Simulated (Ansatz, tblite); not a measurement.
# The cluster In₂P: rung by rung, part 1 of 2

How do method and basis change the picture of the cluster In₂P (doublet)?

Program: Ansatz 0.2.0, Gaussian basis. Level of theory: as each input shows. These are calculated values, not measurements.

The runs, in order: GFN1-xTB, GFN2-xTB, PBE-D4/def2-TZVP, r2SCAN-D4/def2-TZVP, B97M-V/def2-TZVP, HSE06-D4/def2-TZVP, BHLYP-D4/def2-TZVP, B2PLYP/def2-TZVP, ωB97X-V/def2-TZVP, PBE+5HF/def2-TZVP, PBE+10HF/def2-TZVP, PBE+15HF/def2-TZVP, PBE+35HF/def2-TZVP, PBE+50HF/def2-TZVP, PBE-D4/def2-SVP, PBE0-D4/def2-SVP, PBE0-D4/def2-TZVPD, PBE-D4/def2-TZVPD, r2SCAN-D4/def2-TZVPD, CCSD(T)/def2-TZVPP, MP2/def2-TZVP, RPA/def2-TZVP.

1 further run of the same task is left out (set aside as unsound or not needed). Runs told in other sessions of the task aren't counted.

### Step 1. The structure

The geometry is that of the doublet, from an earlier relaxation (r2SCAN-D4/def2-TZVP). At that level it is the lowest of the isomers that a small search found.

3 atoms, charge 0, spin multiplicity 2.

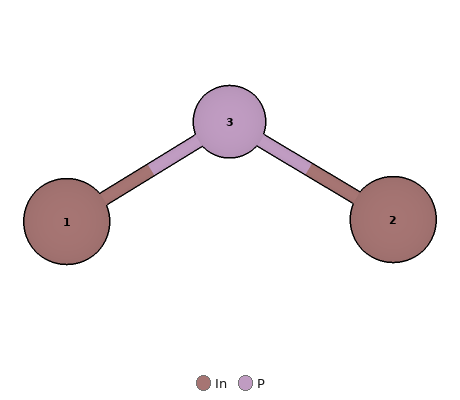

The geometry (indium brown, phosphorus pink); atoms are numbered from 1 in the order of the file.

In takes a core potential in the def2 sets. No spin-orbit coupling is included.

PBE0-D4/def2-TZVP was run before; its log isn't repeated, and its numbers join the tables.

### Step 2. GFN1-xTB

Tight binding, by tblite at 300 K electronic temperature and without a spin-polarisation term:

```python
tblite.interface.Calculator('GFN1-xTB', numbers, positions, charge=0, uhf=1).singlepoint()
```

Energy -153.6291 eV; 0.003 s.

### Step 3. GFN2-xTB

Tight binding, by tblite at 300 K electronic temperature and without a spin-polarisation term:

```python
tblite.interface.Calculator('GFN2-xTB', numbers, positions, charge=0, uhf=1).singlepoint()
```

Energy -134.7658 eV; 0.003 s.

### Step 4. PBE-D4/def2-TZVP

start.molden holds the orbitals of an earlier run on this state, given as this run's starting guess.

The input, in.yaml:

```yaml
crystal:
  periodic: [false, false, false]
  atoms:
    - {symbol: In, position_ang: [-1.808839, 1.257027, -0.431725]}
    - {symbol: In, position_ang: [1.152114, -1.812462, 0.652703]}
    - {symbol: P, position_ang: [0.656725, 0.555424, -0.220978]}
basis:
  gaussian: {orbitals: def2-TZVP, initial_orbitals: start.molden}
magnetization: {spin_polarized: true, initial_magnetization: 1}
hamiltonian: {xc: pbe, dispersion: d4}
scf: {omitted_lower_state_checks: [starts]}
output: {orbitals: {seedname: orbitals}}
```

Run with:

```
$ ansatz run in.yaml --threads 4 --pin off --events-out ev --progress --plain --max-ram 3916MiB
```

The log of the run:

```text
Functional definition: PBE
  name "PBE"
  cite "Perdew, Burke & Ernzerhof, Phys. Rev. Lett. 77, 3865 (1996) doi:10.1103/PhysRevLett.77.3865"
  parent pbe
  parameter kappa = 0.804
  parameter beta = 0.06672455060314922
  exchange = pbe_x(kappa = kappa, mu = beta*pi^2/3)
  correlation = pbe_c(beta = beta)
these checks for a lower state are left out or cut short: starts
1046 factors; their error is unknown
mean field evaluation 1: about -19633.2205 eV, gradient 6.0e0 eV
mean field evaluation 2: about -19633.3133 eV, gradient 1.3e-1 eV
mean field evaluation 4: about -19633.3088 eV, gradient 1.8e-3 eV
mean field evaluation 8: about -19633.3060 eV, gradient 5.7e-1 eV
mean field evaluation 16: about -19633.3089 eV, gradient 1.9e-2 eV
mean field -19633.30896686 eV, -721.5107965972 hartree, gradient 8.8e-6 eV, S^2 0.756379; 1 other end points of the search recorded, 0 dependent functions left out
reference -19633.30901219 eV, -721.5107982633 hartree; 29, 28 occupied and 108, 109 virtual orbitals, 1046 factors
Total energy: -19633.46721688 eV, -721.5166121784 hartree
Checks for a lower state left out: starts
```

Run time: 7 s. Hardware: 4 threads of Arm Neoverse V1, shared host.

Report: HOMO -4.52 eV, LUMO -4.32 eV (over both spins); ⟨S²⟩ 0.756 (pure: 0.75).

### Step 5. r2SCAN-D4/def2-TZVP

Changes to in.yaml since step 4:

```diff
@@ -9,3 +9,3 @@
 magnetization: {spin_polarized: true, initial_magnetization: 1}
-hamiltonian: {xc: pbe, dispersion: d4}
+hamiltonian: {xc: r2scan, dispersion: d4}
 scf: {omitted_lower_state_checks: [starts]}
```

Same command.

The log of the run:

```text
Functional definition: r2SCAN
  name "r2SCAN"
  cite "Furness, Kaplan, Ning, Perdew & Sun, J. Phys. Chem. Lett. 11, 8208 (2020) doi:10.1021/acs.jpclett.0c02405"
  cite "Furness, Kaplan, Ning, Perdew & Sun, J. Phys. Chem. Lett. 11, 9248 (2020) doi:10.1021/acs.jpclett.0c03077"
  parent r2scan
  parameter k0 = 0.174
  parameter k1 = 0.065
  parameter a1 = 4.9479
  exchange = r2scan_x(k0 = k0, k1 = k1, a1 = a1)
  correlation = r2scan_c
these checks for a lower state are left out or cut short: starts
1046 factors; their error is unknown
mean field evaluation 1: about -19640.2823 eV, gradient 4.4e0 eV
mean field evaluation 2: about -19640.3239 eV, gradient 7.3e-2 eV
mean field evaluation 4: about -19640.3211 eV, gradient 3.4e-4 eV
mean field evaluation 8: about -19640.3211 eV, gradient 2.4e-5 eV
mean field -19640.32105392 eV, -721.7684860437 hartree, gradient 7.0e-6 eV, S^2 0.759554; 0 other end points of the search recorded, 0 dependent functions left out
reference -19640.32107959 eV, -721.7684869872 hartree; 29, 28 occupied and 108, 109 virtual orbitals, 1046 factors
Total energy: -19640.34899705 eV, -721.7695129349 hartree
Checks for a lower state left out: starts
```

It took 11 s on 4 threads of Arm Neoverse V1, shared host.

Report: HOMO -4.72 eV, LUMO -4.04 eV (over both spins); ⟨S²⟩ 0.760 (pure: 0.75).

### Step 6. B97M-V/def2-TZVP

Changes to in.yaml since step 5:

```diff
@@ -9,3 +9,3 @@
 magnetization: {spin_polarized: true, initial_magnetization: 1}
-hamiltonian: {xc: r2scan, dispersion: d4}
+hamiltonian: {xc: {name: B97M-V}}
 scf: {omitted_lower_state_checks: [starts]}
```

The command is unchanged.

The log of the run (excerpt; [...] marks lines left out):

```text
Functional definition: B97M-V
  name "B97M-V"
  cite "Mardirossian & Head-Gordon, J. Chem. Phys. 142, 074111 (2015) doi:10.1063/1.4907719"
  cite "Becke, J. Chem. Phys. 107, 8554 (1997) doi:10.1063/1.475007"
  cite "Vydrov & Van Voorhis, J. Chem. Phys. 133, 244103 (2010) doi:10.1063/1.3521275"
  # Of w^i u^j: cxij and so on, Table III.
[...]
  gx(w, u) = cx00 + cx01*u + cx02*u^2 + (cx10 + cx11*u)*w
  gss(w, u) = css00 + css02*u^2 + css10*w + (css32*w^3 + css42*w^4)*u^2
  gos(w, u) = cos00 + cos01*u + cos03*u^3 + cos10*w + cos32*w^3*u^2
[...]
      + integral(e_c_pw_mod_opposite_spin*gos(b97_w_opposite, b97_u_opposite)) + vv10(b, c)
[...]
1046 factors; their error is unknown
[...]
mean field -19634.89125053 eV, -721.5689444497 hartree, gradient 2.1e-6 eV, S^2 0.757650; 1 other end points of the search recorded, 0 dependent functions left out
reference -19634.89131688 eV, -721.5689468881 hartree; 29, 28 occupied and 108, 109 virtual orbitals, 1046 factors
Total energy: -19634.89131688 eV, -721.5689468881 hartree
Checks for a lower state left out: starts
```

Run time: 67 s. Hardware: 4 threads of Arm Neoverse V1, shared host.

HOMO -4.55 eV, LUMO -4.20 eV (over both spins); ⟨S²⟩ 0.758 (pure: 0.75).

### Step 7. HSE06-D4/def2-TZVP

Changes to in.yaml since step 6:

```diff
@@ -9,3 +9,3 @@
 magnetization: {spin_polarized: true, initial_magnetization: 1}
-hamiltonian: {xc: {name: B97M-V}}
+hamiltonian: {xc: hse06, dispersion: d4}
 scf: {omitted_lower_state_checks: [starts]}
```

The command is unchanged.

The log of the run (excerpt; [...] marks lines left out):

```text
Functional definition: HSE06
  name "HSE06"
  cite "Heyd, Scuseria & Ernzerhof, J. Chem. Phys. 118, 8207 (2003) doi:10.1063/1.1564060"
  cite "Krukau, Vydrov, Izmaylov & Scuseria, J. Chem. Phys. 125, 224106 (2006) doi:10.1063/1.2404663"
  cite "Heyd & Scuseria, J. Chem. Phys. 120, 7274 (2004) doi:10.1063/1.1668634"
  cite "Ernzerhof & Perdew, J. Chem. Phys. 109, 3313 (1998) doi:10.1063/1.476928"
  cite "Perdew, Burke & Ernzerhof, Phys. Rev. Lett. 77, 3865 (1996) doi:10.1103/PhysRevLett.77.3865"
  parent pbe
[...]
  # The whole range is PBE's own exchange, as in plane waves. The composition of these papers is wPBEh.
[...]
1244 factors; their error is unknown
73 factors; integrals over basis functions are off by at most 3.3e-6 eV
[...]
mean field -19633.52072391 eV, -721.5185785253 hartree, gradient 5.0e-6 eV, S^2 0.756737; 0 other end points of the search recorded, 0 dependent functions left out
reference -19633.52076934 eV, -721.5185801948 hartree; 29, 28 occupied and 108, 109 virtual orbitals, 1244 factors
Total energy: -19633.65560421 eV, -721.5235352849 hartree
Checks for a lower state left out: starts
```

It took 6 s on 4 threads of Arm Neoverse V1, shared host; peak memory 0.68 GiB.

HOMO -4.91 eV, LUMO -3.75 eV (over both spins); ⟨S²⟩ 0.757 (pure: 0.75).

### Step 8. BHLYP-D4/def2-TZVP

Changes to in.yaml since step 7:

```diff
@@ -9,3 +9,3 @@
 magnetization: {spin_polarized: true, initial_magnetization: 1}
-hamiltonian: {xc: hse06, dispersion: d4}
+hamiltonian: {xc: {name: BHLYP}, dispersion: d4}
 scf: {omitted_lower_state_checks: [starts]}
```

Same command.

The log of the run:

```text
Functional definition: BHLYP
  name "BHLYP"
  cite "Becke, J. Chem. Phys. 98, 1372 (1993) doi:10.1063/1.464304"
  cite "Becke, Phys. Rev. A 38, 3098 (1988) doi:10.1103/PhysRevA.38.3098"
  cite "Lee, Yang & Parr, Phys. Rev. B 37, 785 (1988) doi:10.1103/PhysRevB.37.785"
  parameter a = 0.5
  exchange = (1 - a)*b88_x + a*exact_x
  correlation = lyp_c
these checks for a lower state are left out or cut short: starts
1367 factors; their error is unknown
mean field evaluation 1: about -19632.6512 eV, gradient 5.2e0 eV
mean field evaluation 2: about -19632.7164 eV, gradient 9.8e-2 eV
mean field evaluation 4: about -19632.9525 eV, gradient 1.1e-3 eV
mean field evaluation 8: about -19632.9525 eV, gradient 2.0e-5 eV
mean field -19632.95254081 eV, -721.4976981816 hartree, gradient 3.8e-6 eV, S^2 0.756432; 0 other end points of the search recorded, 0 dependent functions left out
reference -19632.95269241 eV, -721.4977037529 hartree; 29, 28 occupied and 108, 109 virtual orbitals, 1367 factors
Total energy: -19633.27297882 eV, -721.5094740614 hartree
Checks for a lower state left out: starts
```

It took 6.5 s on 4 threads of Arm Neoverse V1, shared host; peak memory 0.69 GiB.

HOMO -5.93 eV, LUMO -2.50 eV (over both spins); ⟨S²⟩ 0.756 (pure: 0.75).

### Step 9. B2PLYP/def2-TZVP

Changes to in.yaml since step 8:

```diff
@@ -9,4 +9,3 @@
 magnetization: {spin_polarized: true, initial_magnetization: 1}
-hamiltonian: {xc: {name: BHLYP}, dispersion: d4}
+hamiltonian: {xc: {name: B2PLYP}}
 scf: {omitted_lower_state_checks: [starts]}
-output: {orbitals: {seedname: orbitals}}
```

The command is unchanged.

The log of the run (excerpt; [...] marks lines left out):

```text
Functional definition: B2PLYP
  name "B2PLYP"
  cite "Grimme, J. Chem. Phys. 124, 034108 (2006) doi:10.1063/1.2148954"
  cite "Becke, Phys. Rev. A 38, 3098 (1988) doi:10.1103/PhysRevA.38.3098"
  cite "Lee, Yang & Parr, Phys. Rev. B 37, 785 (1988) doi:10.1103/PhysRevB.37.785"
[...]
1200 factors; integrals over basis functions are off by at most 9.6e-4 eV
[...]
mean field -19616.46972697 eV, -720.8919659454 hartree, gradient 2.0e-6 eV, S^2 0.757973; 0 other end points of the search recorded, 0 dependent functions left out
13 core orbitals not correlated: weight in the atoms' cores, before any rotation towards them, 1.000 or more for the frozen orbitals, at most 0.000 for the correlated occupied ones
reference -19616.46986818 eV, -720.8919711347 hartree; 16, 15 occupied and 108, 109 virtual orbitals, 1200 factors
second order -21.75550322 eV of doubles, -0.00000000 eV of singles
Total energy: -19622.34385405 eV, -721.1078361339 hartree
Checks for a lower state left out: starts
```

Run time: 5.5 s. Hardware: 4 threads of Arm Neoverse V1, shared host.

⟨S²⟩ 0.758 (pure: 0.75).

### Step 10. ωB97X-V/def2-TZVP

Changes to in.yaml since step 9:

```diff
@@ -9,3 +9,4 @@
 magnetization: {spin_polarized: true, initial_magnetization: 1}
-hamiltonian: {xc: {name: B2PLYP}}
+hamiltonian: {xc: {name: wB97X-V}}
 scf: {omitted_lower_state_checks: [starts]}
+output: {orbitals: {seedname: orbitals}}
```

The command is unchanged.

The log of the run (excerpt; [...] marks lines left out):

```text
Functional definition: wB97X-V
  name "wB97X-V"
  cite "Mardirossian & Head-Gordon, Phys. Chem. Chem. Phys. 16, 9904 (2014) doi:10.1039/C3CP54374A"
  cite "Becke, J. Chem. Phys. 107, 8554 (1997) doi:10.1063/1.475007"
  cite "Vydrov & Van Voorhis, J. Chem. Phys. 133, 244103 (2010) doi:10.1063/1.3521275"
[...]
      + integral(e_c_pw_opposite_spin*poly(b97_u_opposite, cos0, cos1)) + vv10(b, c)
[...]
1174 factors; their error is unknown
219 factors; integrals over basis functions are off by at most 1.1e-4 eV
[...]
mean field -19634.07564523 eV, -721.5389715076 hartree, gradient 3.6e-6 eV, S^2 0.754477; 0 other end points of the search recorded, 0 dependent functions left out
reference -19634.07564355 eV, -721.5389714459 hartree; 29, 28 occupied and 108, 109 virtual orbitals, 1174 factors
Total energy: -19634.07564355 eV, -721.5389714459 hartree
Checks for a lower state left out: starts
```

Wall time 17 s (4 threads of Arm Neoverse V1, shared host); peak memory 0.82 GiB.

HOMO -7.14 eV, LUMO -1.47 eV (over both spins); ⟨S²⟩ 0.754 (pure: 0.75).

### Step 11. PBE+5HF/def2-TZVP

Changes to in.yaml since step 10:

```diff
@@ -9,3 +9,3 @@
 magnetization: {spin_polarized: true, initial_magnetization: 1}
-hamiltonian: {xc: {name: wB97X-V}}
+hamiltonian: {xc: {text: "exchange = 0.95*pbe_x + 0.05*exact_x\ncorrelation = pbe_c"}}
 scf: {omitted_lower_state_checks: [starts]}
```

Same command.

The log of the run:

```text
Functional definition: unnamed
  exchange = 0.95*pbe_x + 0.05*exact_x
  correlation = pbe_c
these checks for a lower state are left out or cut short: starts
1046 factors; their error is unknown
mean field evaluation 1: about -19633.3032 eV, gradient 4.8e0 eV
mean field evaluation 2: about -19633.3622 eV, gradient 8.3e-2 eV
mean field evaluation 4: about -19633.3815 eV, gradient 6.4e-4 eV
mean field evaluation 8: about -19633.3815 eV, gradient 1.2e-5 eV
mean field -19633.38153965 eV, -721.5134635982 hartree, gradient 3.3e-6 eV, S^2 0.755826; 0 other end points of the search recorded, 0 dependent functions left out
reference -19633.38158294 eV, -721.5134651889 hartree; 29, 28 occupied and 108, 109 virtual orbitals, 1046 factors
Total energy: -19633.38158294 eV, -721.5134651889 hartree
Checks for a lower state left out: starts
```

It took 5.5 s on 4 threads of Arm Neoverse V1, shared host; peak memory 0.62 GiB.

From the report: HOMO -4.67 eV, LUMO -4.12 eV (over both spins); ⟨S²⟩ 0.756 (pure: 0.75).

### Step 12. PBE+10HF/def2-TZVP

Changes to in.yaml since step 11:

```diff
@@ -9,3 +9,3 @@
 magnetization: {spin_polarized: true, initial_magnetization: 1}
-hamiltonian: {xc: {text: "exchange = 0.95*pbe_x + 0.05*exact_x\ncorrelation = pbe_c"}}
+hamiltonian: {xc: {text: "exchange = 0.90*pbe_x + 0.10*exact_x\ncorrelation = pbe_c"}}
 scf: {omitted_lower_state_checks: [starts]}
```

The command is unchanged.

The log of the run:

```text
Functional definition: unnamed
  exchange = 0.90*pbe_x + 0.10*exact_x
  correlation = pbe_c
these checks for a lower state are left out or cut short: starts
1046 factors; their error is unknown
mean field evaluation 1: about -19633.3859 eV, gradient 3.6e0 eV
mean field evaluation 2: about -19633.4188 eV, gradient 4.8e-2 eV
mean field evaluation 4: about -19633.4620 eV, gradient 3.8e-4 eV
mean field evaluation 8: about -19633.4620 eV, gradient 2.0e-5 eV
mean field -19633.46200051 eV, -721.5164204801 hartree, gradient 6.2e-6 eV, S^2 0.756041; 0 other end points of the search recorded, 0 dependent functions left out
reference -19633.46204153 eV, -721.5164219877 hartree; 29, 28 occupied and 108, 109 virtual orbitals, 1046 factors
Total energy: -19633.46204153 eV, -721.5164219877 hartree
Checks for a lower state left out: starts
```

Wall time 5.5 s (4 threads of Arm Neoverse V1, shared host); peak memory 0.62 GiB.

HOMO -4.82 eV, LUMO -3.93 eV (over both spins); ⟨S²⟩ 0.756 (pure: 0.75).

### Step 13. PBE+15HF/def2-TZVP

Changes to in.yaml since step 12:

```diff
@@ -9,3 +9,3 @@
 magnetization: {spin_polarized: true, initial_magnetization: 1}
-hamiltonian: {xc: {text: "exchange = 0.90*pbe_x + 0.10*exact_x\ncorrelation = pbe_c"}}
+hamiltonian: {xc: {text: "exchange = 0.85*pbe_x + 0.15*exact_x\ncorrelation = pbe_c"}}
 scf: {omitted_lower_state_checks: [starts]}
```

The command is unchanged.

The log of the run:

```text
Functional definition: unnamed
  exchange = 0.85*pbe_x + 0.15*exact_x
  correlation = pbe_c
these checks for a lower state are left out or cut short: starts
1118 factors; their error is unknown
mean field evaluation 1: about -19633.4687 eV, gradient 2.4e0 eV
mean field evaluation 2: about -19633.4830 eV, gradient 2.3e-2 eV
mean field evaluation 4: about -19633.5512 eV, gradient 1.3e-4 eV
mean field evaluation 8: about -19633.5512 eV, gradient 2.7e-5 eV
mean field -19633.55118342 eV, -721.5196978916 hartree, gradient 2.7e-6 eV, S^2 0.756261; 0 other end points of the search recorded, 0 dependent functions left out
reference -19633.55122216 eV, -721.5196993152 hartree; 29, 28 occupied and 108, 109 virtual orbitals, 1118 factors
Total energy: -19633.55122216 eV, -721.5196993152 hartree
Checks for a lower state left out: starts
```

Run time: 5.5 s. Hardware: 4 threads of Arm Neoverse V1, shared host; peak memory 0.63 GiB.

From the report: HOMO -4.97 eV, LUMO -3.74 eV (over both spins); ⟨S²⟩ 0.756 (pure: 0.75).

### Step 14. PBE+35HF/def2-TZVP

Changes to in.yaml since step 13:

```diff
@@ -9,3 +9,3 @@
 magnetization: {spin_polarized: true, initial_magnetization: 1}
-hamiltonian: {xc: {text: "exchange = 0.85*pbe_x + 0.15*exact_x\ncorrelation = pbe_c"}}
+hamiltonian: {xc: {text: "exchange = 0.65*pbe_x + 0.35*exact_x\ncorrelation = pbe_c"}}
 scf: {omitted_lower_state_checks: [starts]}
```

Launched as before.

The log of the run:

```text
Functional definition: unnamed
  exchange = 0.65*pbe_x + 0.35*exact_x
  correlation = pbe_c
these checks for a lower state are left out or cut short: starts
1294 factors; their error is unknown
mean field evaluation 1: about -19633.7995 eV, gradient 2.5e0 eV
mean field evaluation 2: about -19633.8151 eV, gradient 2.7e-2 eV
mean field evaluation 4: about -19633.9797 eV, gradient 2.3e-4 eV
mean field evaluation 8: about -19633.9797 eV, gradient 2.0e-5 eV
mean field -19633.97965955 eV, -721.5354440991 hartree, gradient 8.7e-6 eV, S^2 0.757190; 0 other end points of the search recorded, 0 dependent functions left out
reference -19633.97968897 eV, -721.5354451801 hartree; 29, 28 occupied and 108, 109 virtual orbitals, 1294 factors
Total energy: -19633.97968897 eV, -721.5354451801 hartree
Checks for a lower state left out: starts
```

Wall time 6 s (4 threads of Arm Neoverse V1, shared host); peak memory 0.66 GiB.

HOMO -5.60 eV, LUMO -3.01 eV (over both spins); ⟨S²⟩ 0.757 (pure: 0.75).

### Step 15. PBE+50HF/def2-TZVP

Changes to in.yaml since step 14:

```diff
@@ -9,3 +9,3 @@
 magnetization: {spin_polarized: true, initial_magnetization: 1}
-hamiltonian: {xc: {text: "exchange = 0.65*pbe_x + 0.35*exact_x\ncorrelation = pbe_c"}}
+hamiltonian: {xc: {text: "exchange = 0.50*pbe_x + 0.50*exact_x\ncorrelation = pbe_c"}}
 scf: {omitted_lower_state_checks: [starts]}
```

Launched as before.

The log of the run:

```text
Functional definition: unnamed
  exchange = 0.50*pbe_x + 0.50*exact_x
  correlation = pbe_c
these checks for a lower state are left out or cut short: starts
1367 factors; their error is unknown
mean field evaluation 1: about -19634.0476 eV, gradient 6.1e0 eV
mean field evaluation 2: about -19634.1399 eV, gradient 1.4e-1 eV
mean field evaluation 4: about -19634.3760 eV, gradient 1.9e-3 eV
mean field evaluation 8: about -19634.3760 eV, gradient 1.4e-5 eV
mean field -19634.37604385 eV, -721.5500109533 hartree, gradient 2.2e-6 eV, S^2 0.757948; 0 other end points of the search recorded, 0 dependent functions left out
reference -19634.37606620 eV, -721.5500117748 hartree; 29, 28 occupied and 108, 109 virtual orbitals, 1367 factors
Total energy: -19634.37606620 eV, -721.5500117748 hartree
Checks for a lower state left out: starts
```

It took 6.5 s on 4 threads of Arm Neoverse V1, shared host; peak memory 0.68 GiB.

HOMO -6.09 eV, LUMO -2.50 eV (over both spins); ⟨S²⟩ 0.758 (pure: 0.75).

### Step 16. PBE-D4/def2-SVP

Changes to in.yaml since step 15:

```diff
@@ -7,5 +7,5 @@
 basis:
-  gaussian: {orbitals: def2-TZVP, initial_orbitals: start.molden}
+  gaussian: {orbitals: def2-SVP, initial_orbitals: start.molden}
 magnetization: {spin_polarized: true, initial_magnetization: 1}
-hamiltonian: {xc: {text: "exchange = 0.50*pbe_x + 0.50*exact_x\ncorrelation = pbe_c"}}
+hamiltonian: {xc: pbe, dispersion: d4}
 scf: {omitted_lower_state_checks: [starts]}
```

Launched as before.

The log of the run:

```text
Functional definition: PBE
  name "PBE"
  cite "Perdew, Burke & Ernzerhof, Phys. Rev. Lett. 77, 3865 (1996) doi:10.1103/PhysRevLett.77.3865"
  parent pbe
  parameter kappa = 0.804
  parameter beta = 0.06672455060314922
  exchange = pbe_x(kappa = kappa, mu = beta*pi^2/3)
  correlation = pbe_c(beta = beta)
these checks for a lower state are left out or cut short: starts
839 factors; their error is unknown
mean field evaluation 1: about -19629.5837 eV, gradient 2.2e1 eV
mean field evaluation 2: about -19629.8076 eV, gradient 5.1e-1 eV
mean field evaluation 4: about -19629.8064 eV, gradient 2.0e-2 eV
mean field evaluation 8: about -19629.8064 eV, gradient 2.1e-5 eV
mean field -19629.80635452 eV, -721.3820779680 hartree, gradient 8.2e-6 eV, S^2 0.754993; 0 other end points of the search recorded, 0 dependent functions left out
reference -19629.80639058 eV, -721.3820792930 hartree; 29, 28 occupied and 41, 42 virtual orbitals, 839 factors
Total energy: -19629.96459526 eV, -721.3878932081 hartree
Checks for a lower state left out: starts
```

It took 2 s on 4 threads of Arm Neoverse V1, shared host.

Report: HOMO -4.51 eV, LUMO -4.33 eV (over both spins); ⟨S²⟩ 0.755 (pure: 0.75).

(Continued in part 2 of 2.)
